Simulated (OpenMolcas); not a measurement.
**One shape, several levels: C2H5FOSi (SMILES FC1CO[SiH2]1)**

Aim: a comparison of 6 runs (HF/3-21G, B2PLYP/def2-SVP, SVWN5/def2-SVP, TPSS/def2-SVP, revPBE/def2-SVP, CCSD(T)/def2-SVP) of C2H5FOSi. 

Program for the calculation: OpenMolcas 26.06.

1 further run of the same task is left out (set aside as unsound or not needed).

**1. The system as given**

C2H5FOSi: 10 atoms, total charge 0, spin state singlet. As SMILES, `FC1CO[SiH2]1`. The coordinates come from a PBE0-D4/def2-TZVP relaxation.

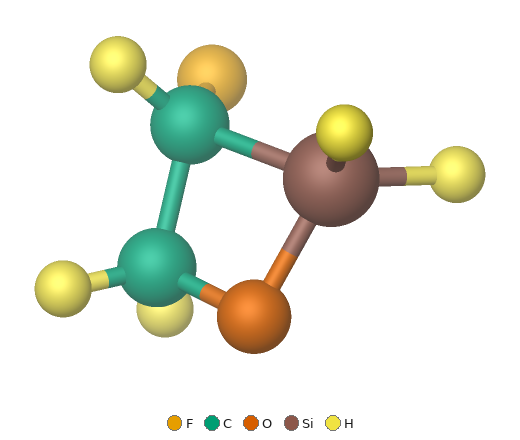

The structure, seen from a chosen angle (fluorine amber, carbon teal, oxygen orange, silicon brown, hydrogen yellow).

**2. Energy and gradient at HF/3-21G (run 1)**

The input, test.inp:

```
* C2H5FOSi Hartree-Fock
>>> EXPORT MOLCAS_PRINT=2

&GATEWAY
 BasLib = $CurrDir
 Coord
 10
 bohr
 F     -3.44005744    -0.61945222    -1.53237891
 C     -1.65558906    -0.15703624     0.31539529
 C      0.54934338    -2.05942353     0.28969501
 O      2.70211939    -0.40893673    -0.02248774
 Si     0.96432724     2.19605073    -0.39079536
 H     -2.62766418    -0.04497548     2.13123312
 H      0.37284296    -3.35124031    -1.31430452
 H      0.75740223    -3.14658297     2.03334531
 H      1.55108720     4.21163261     1.47474227
 H      0.98303553     3.28302120    -2.97877529
 Basis = 3-21G
 Group = NoSym

&SEWARD

&SCF
 Thresholds = 1e-10 1e-07 1e-07 1e-05
 PrOrbitals = 1 1

&ALASKA
```

The basis set 3-21G is read from a file made from the Basis Set Exchange's data (not shown).

On the command line:

```console
$ export MOLCAS_MEM=1860
$ pymolcas test.inp > test.log
```

Standard output:

```text
--- Start Module: gateway ---
[...]
--- Stop Module: gateway /rc=_RC_ALL_IS_WELL_ ---
[...]
      Basis functions           59
[...]
--- Start Module: scf ---
[...]
       Convergence after  13 Iterations
[...]
::    Total SCF energy                               -538.9370289231
[...]
      Total spin, S                                     0.0000000000
[...]
      Total electronic charge=   48.000000
      Total            charge=   -0.000000
[...]
      Dipole Moment (debye):
      Origin of the operator (angstrom)=   -0.0425    0.1006   -0.1828
                   X= -7.5526E-01               Y=  8.2661E-01               Z=  1.3534E+00           Total=  1.7565E+00
      Quadrupole Moment (debye*angstrom):
[...]
 *              Molecular gradients               *
 **************************************************
  Irreducible representation: a
 ------------------------------------------------------------------------------------------
                              X                       Y                       Z
 ------------------------------------------------------------------------------------------
  F1                1.16828705323044E-02    1.33777338950303E-03    1.67397688232338E-02
  C2                2.96098852096538E-03   -1.74323832207346E-03   -2.61639327292085E-02
  C3                3.65490246844696E-03    4.89997354566547E-02   -7.03348645457447E-03
  O4               -2.04247497831016E-02    1.02153366653468E-02   -1.74671727492526E-03
  SI5              -6.48506889108447E-04   -5.21651965261647E-02    1.30564024604478E-02
  H6               -5.91547363753042E-03    5.11576729694763E-04    6.66759939667827E-03
  H7                1.17715297293794E-03   -6.38637578258061E-03   -7.87753102898714E-03
  H8                2.37461478399797E-03   -4.49759699477115E-03    8.44127454648946E-03
[...]
```

Wall time 4.5 s (1 thread of Intel Xeon Platinum 8259CL at 2.50GHz (Skylake/Cascade Lake), shared host); peak memory 0.39 GiB.

**3. The energy at B2PLYP/def2-SVP (run 2)**

The input, job.input:

```
* C2H5FOSi Kohn-Sham DFT
>>> EXPORT MOLCAS_PRINT=2
&GATEWAY
BasLib=$CurrDir
Coord
10
angstrom
F       -1.820400      -0.327800      -0.810900
C       -0.876100      -0.083100       0.166900
C        0.290700      -1.089800       0.153300
O        1.429900      -0.216400      -0.011900
Si       0.510300       1.162100      -0.206800
H       -1.390500      -0.023800       1.127800
H        0.197300      -1.773400      -0.695500
H        0.400800      -1.665100       1.076000
H        0.820800       2.228700       0.780400
H        0.520200       1.737300      -1.576300
Basis=def2-SVP
Group=NoSym
&SEWARD
GridInput
Grid=UltraFine
End of Grid
&SCF
KSDFT=B2PLYP_SCF
Thresholds=1e-10 1e-07 1e-07 1e-05
PrOrbitals=1 2
&MBPT2
Frozen=9
```

The basis set def2-SVP is read from a file made from the Basis Set Exchange's data (not shown).

On the command line:

```console
$ export MOLCAS_MEM=1860
$ pymolcas job.input > job.log
```

Standard output:

```text
--- Start Module: gateway ---
[...]
--- Stop Module: gateway /rc=_RC_ALL_IS_WELL_ ---
[...]
      Basis functions           99
[...]
--- Start Module: scf ---
[...]
       Convergence after  13 Iterations
[...]
::    Total KS-DFT energy                            -542.8775951895
[...]
      Total spin, S                                     0.0000000000
[...]
      Total electronic charge=   48.000000
      Total            charge=   -0.000000
[...]
      Dipole Moment (debye):
      Origin of the operator (angstrom)=   -0.0425    0.1006   -0.1828
                   X= -3.8286E-01               Y=  4.6887E-01               Z=  1.1854E+00           Total=  1.3310E+00
      Quadrupole Moment (debye*angstrom):
[...]
--- Stop Module: scf /rc=_RC_ALL_IS_WELL_ ---
[...]
--- Start Module: mbpt2 ---
[...]
 ###    WARNING: MP2 implementation intended for RHF references only         ###
 ###############################################################################
MBPT2 WARNING: Reference function according to RunFile:KS-DFT
I'll assume you know what you're doing and continue
WARNING!
Default frozen orbitals as non valence orbitals is overwritten by user input.
Default values:   6
[...]
       Reference weight ( Cref**2 )         =        0.75388
::    Total MBPT2 energy                             -543.7640524565
[...]
      Total MBPT2 calculations                           0.57      0.65
--- Stop Module: mbpt2 /rc=_RC_ALL_IS_WELL_ ---
[...]
```

Run time: 40 s. Hardware: 1 thread of Intel Xeon Platinum 8259CL at 2.50GHz (Skylake/Cascade Lake), shared host; peak memory 0.55 GiB.

Runs 3 to 5 aren't shown in full; the table further down has their settings and results.

**4. A single-point energy at CCSD(T)/def2-SVP (Cholesky decomposition) (run 6)**

The input, coord.xyz:

```xyz
10

F     -1.820400    -0.327800    -0.810900
C     -0.876100    -0.083100     0.166900
C      0.290700    -1.089800     0.153300
O      1.429900    -0.216400    -0.011900
Si     0.510300     1.162100    -0.206800
H     -1.390500    -0.023800     1.127800
H      0.197300    -1.773400    -0.695500
H      0.400800    -1.665100     1.076000
H      0.820800     2.228700     0.780400
H      0.520200     1.737300    -1.576300
```

The input, calc.inp:

```
>>> EXPORT MOLCAS_PRINT=2

&GATEWAY
  BasLib=$CurrDir
  Coord=coord.xyz
  Basis=def2-SVP
  Group=NoSym

&SEWARD
  High

&SCF
  Thresholds=1e-10 1e-07 1e-07 1e-05
  PrOrbitals=1 2

&CHCC
  Frozen=9
  Threshold=1e-08
  MaxIterations=80

&CHT3
  Frozen=9
```

The basis set def2-SVP is read from a file made from the Basis Set Exchange's data (not shown).

On the command line:

```console
$ export MOLCAS_MEM=1860
$ pymolcas calc.inp > calc.log
```

Standard output:

```text
--- Start Module: gateway ---
[...]
--- Stop Module: gateway /rc=_RC_ALL_IS_WELL_ ---
[...]
      Basis functions           99
[...]
       Convergence after  13 Iterations
[...]
::    Total SCF energy                               -541.5747877921
[...]
      Total spin, S                                     0.0000000000
[...]
      Total electronic charge=   48.000000
      Total            charge=   -0.000000
[...]
      Dipole Moment (debye):
      Origin of the operator (angstrom)=   -0.0425    0.1006   -0.1828
                   X= -3.8664E-01               Y=  5.6541E-01               Z=  1.3157E+00           Total=  1.4834E+00
      Quadrupole Moment (debye*angstrom):
[...]
--- Start Module: chcc ---
[...]
--- Stop Module: chcc /rc=_RC_ALL_IS_WELL_ ---
[...]
--- Start Module: cht3 ---
[...]
--- Stop Module: cht3 /rc=_RC_ALL_IS_WELL_ ---
[...]
```

It took 10 min on 1 thread of Intel Xeon Platinum 8259CL at 2.50GHz (Skylake/Cascade Lake), shared host; peak memory 0.18 GiB.

**5. The series**

| run | level | task | frozen core orbitals | energy (Eh) | dipole moment (D) of the reference | HOMO energy (eV) | LUMO energy (eV) | wall time |
| --- | --- | --- | --- | --- | --- | --- | --- | --- |
| 1 | HF/3-21G | gradient | – | -538.937029 | 1.76 | -11.47 | 3.34 | 4.5 s |
| 2 | B2PLYP/def2-SVP | energy | 9 | -543.116939 | 1.33 | -9.40 | 1.24 | 40 s |
| 3 | SVWN5/def2-SVP | gradient | – | -540.421708 | 1.14 | -6.52 | -1.23 | 48 s |
| 4 | TPSS/def2-SVP | gradient | – | -543.535976 | 1.14 | -6.61 | -0.74 | 83 s |
| 5 | revPBE/def2-SVP | gradient | – | -543.332519 | 1.10 | -6.41 | -0.86 | 61 s |
| 6 | CCSD(T)/def2-SVP (Cholesky decomposition) | energy | 9 | -542.366807 | 1.48 | -11.64 | 3.38 | 10 min |

**6. Results**

| quantity | value |
| --- | --- |
| run 6: total energy | -542.36681 Eh |
| run 6: dipole moment (mean-field density) | 1.48 D |
| run 6: HOMO energy (Hartree–Fock orbitals) | -11.64 eV |
| run 6: LUMO energy (Hartree–Fock orbitals) | 3.38 eV |
| run 6: HOMO–LUMO gap (Hartree–Fock orbitals) | 15.02 eV |
| run 6: correlation energy (9 core orbitals frozen) | -792.0 mEh |
| run 6: (T) correction | -19.88 mEh |

In words: Over runs 1, 2, 3, 4, 5 the dipole moment (its size) runs from 1.10 D (revPBE/def2-SVP) to 1.76 D (HF/3-21G). The two ends differ in method and basis. Over runs 1, 2, 3, 4, 5 the HOMO–LUMO gap runs from 5.30 eV (SVWN5/def2-SVP) to 14.81 eV (HF/3-21G). For B2PLYP the log adds the whole second-order term; the table takes 0.27 of it, as the functional is defined. Totals of different functionals can't be ranked against each other. All runs together took 14 min, the longest 10 min.
